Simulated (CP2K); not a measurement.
Consider aziridine at its PBE geometry (Å).

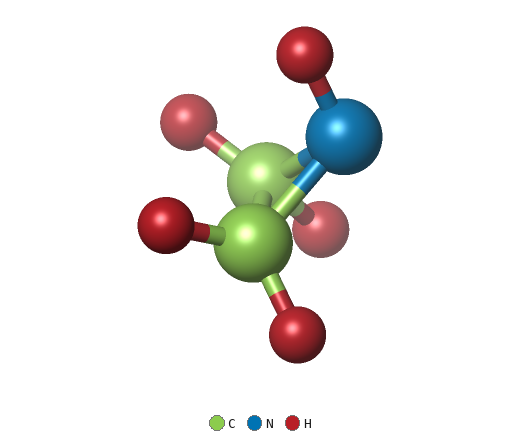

The molecule (carbon green, nitrogen blue, hydrogen red).

```xyz
8

C     0.7850   -0.0806    0.0393
C    -0.6591   -0.4356   -0.0068
N    -0.1852    0.8342   -0.6106
H     1.2115    0.2056    1.0022
H     1.4809   -0.5628   -0.6479
H    -1.0103   -1.1748   -0.7274
H    -1.2269   -0.3934    0.9243
H    -0.3959    1.6073    0.0268
```

Method: CP2K XAS_TDP, all-electron GAPW, PBEh(45%), aug-cc-pVDZ, TDA, no relativity.

**Question.** Where do the N K-edge lines lie, and how strong are they?

Leading lines: N3 398.87 eV. The leading line of an atom is its first one with 35 % of the strongest within 2.5 eV of its lowest line over the strength cut. 

The first six lines of each atom with a strength over 0.0015:

```tsv
atom	energy (eV)	states	strength, one atom
N3 (bonded to 2 C and H)	398.04	1	0.0112
	398.87	1	0.0466
	398.99	1	0.0134
	399.51	2	0.0017
	400.43	1	0.0166
	400.56	1	0.0060
```

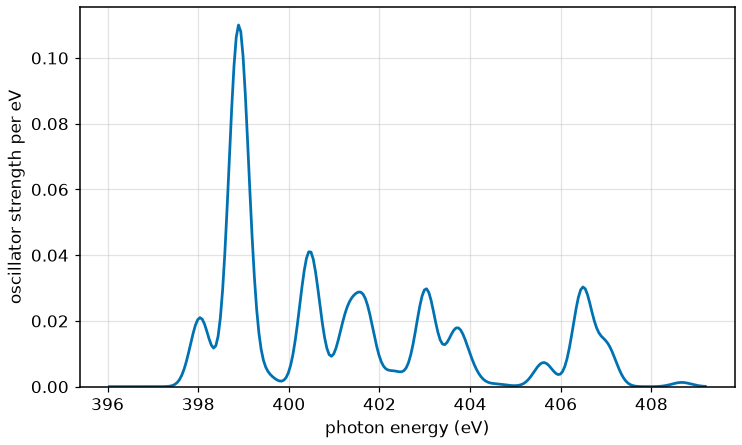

All atoms added, broadened by 0.5 eV.

Lines are vertical, at one geometry, with no vibrational structure. Without a correction of the core level, line positions, and the gaps between valence and Rydberg lines, follow the share of exact exchange. At this level such K lines come out 3 to 6 eV under measured ones. These values hold no scalar relativity, about 0.2 eV for N 1s. Rydberg lines, and the discretised continuum above threshold, depend on the basis and the box.

[Banner, clock and machine lines of the logs are left out without a mark of their own.]

[Logs are printed without paths, hosts, clocks, repeated set-up lines and the standing remarks that a program may print on its own settings, such as how far it seeks lower states.]

[Hosts, paths, dates, database ids (printed as entryN), source tags and the programs' standing remarks are cut or masked in the printed files.]
